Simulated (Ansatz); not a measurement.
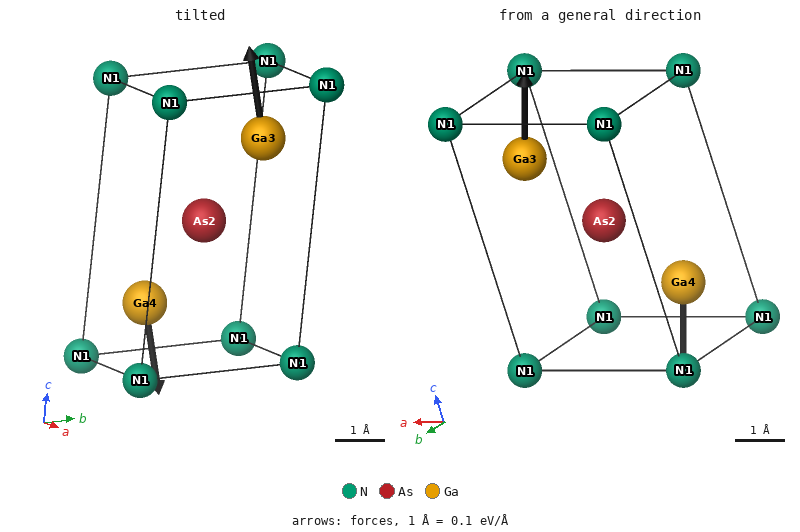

We look at a spheres-only model of the crystal slightly off an axis and from a general direction. The cell (the run's own, in a reduced setting) is drawn as a box. The arrows are the computed forces on the atoms.

System: Ga₂AsN. Run with DFT, PBE with spin-orbit coupling, plane waves, PAW in Ansatz 0.2.0 and these settings: 420 eV cutoff, k-points about 0.22 Å⁻¹ apart, Fermi-Dirac smearing of 0.02 eV, no moments seeded, so the run stays non-magnetic, spinor wavefunctions.

Do the forces show a relaxed structure?

Answer. No. The atoms still feel forces of up to about 0.15 eV/Å, above a usual threshold of 0.01 to 0.03 eV/Å.

Identify the atom with the maximum force.

Answer. Ga3 and Ga4, about 0.15 eV/Å.

It goes back to a structure type filled with these elements by a generator (whether the compound takes this form wasn't checked). Earlier steps of the study may have refined or changed the cell and positions. Ansatz was used for an electronic-structure calculation on it.
